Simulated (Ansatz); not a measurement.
Cl···CH6Si (SMILES [Cl-].C[SiH3]) (charge −1)

Input file:

```
crystal:
  periodic: [false, false, false]
  atoms:
    - {symbol: Cl, position_ang: [-0.660234, -0.197393, -2.678938]}
    - {symbol: C, position_ang: [-0.213296, 0.983190, 0.416512]}
    - {symbol: Si, position_ang: [0.304000, -0.799549, 0.143169]}
    - {symbol: H, position_ang: [-0.601033, 1.387040, -0.518666]}
    - {symbol: H, position_ang: [0.644380, 1.574929, 0.751371]}
    - {symbol: H, position_ang: [-0.982883, 1.035073, 1.193005]}
    - {symbol: H, position_ang: [-0.798364, -1.760275, -0.101368]}
    - {symbol: H, position_ang: [0.816209, -1.222056, 1.516496]}
    - {symbol: H, position_ang: [1.491221, -1.000860, -0.721681]}
basis:
  gaussian: {orbitals: "def2-TZVPPD.json"}
total_charge: -1
hamiltonian: {xc: pbe0, dispersion: d4}
output: {orbitals: {seedname: orbitals}}
```

Run with:

```sh
ansatz run in.yaml --threads 4 --pin off --events-out ev --progress --plain --max-ram 9574MiB
```

Geometry: PBE0-D4/def2-TZVPD.

All numbers below come from RKS PBE0-D4/def2-TZVPPD (Ansatz).

Q: What will maps of the electron density and electron localisation function show?

A: Si3···Cl1 (3.04 Å): the density falls to about 0.12 e/Å³ on the way; the ELF peaks at about 0.90 in the valence shell of Cl, 0.8 Å from its nucleus, and is about 0.25 at the midpoint.
Cl1···H4 (2.68 Å): the density falls to about 0.08 e/Å³ on the way; the ELF dips to about 0.05 between them: a weak contact between the two molecules.
C–Si (1.88 Å): ρ at the midpoint is about 0.95 e/Å³; the ELF peaks at about 0.95 between the atoms: a covalent bond.
C–H (1.09 Å): ρ at the midpoint is about 2 e/Å³; the ELF climbs to about 1 towards the hydrogen, as it does in any bond to H: an ordinary covalent bond to hydrogen.

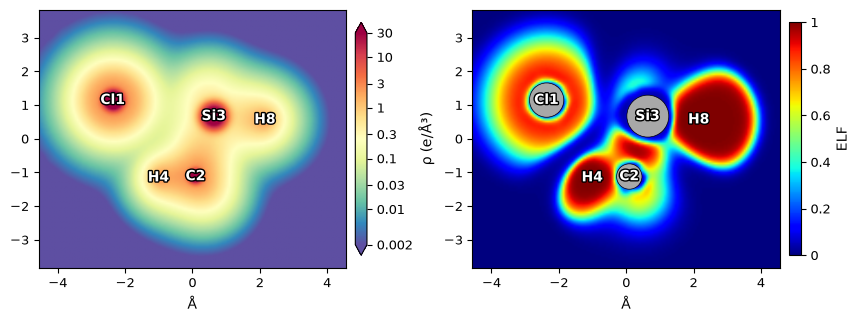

Computed electron density and electron localisation function on the plane of atoms C2, Si3 and H8, in this order. Grey discs cover the atomic cores in the ELF map. 
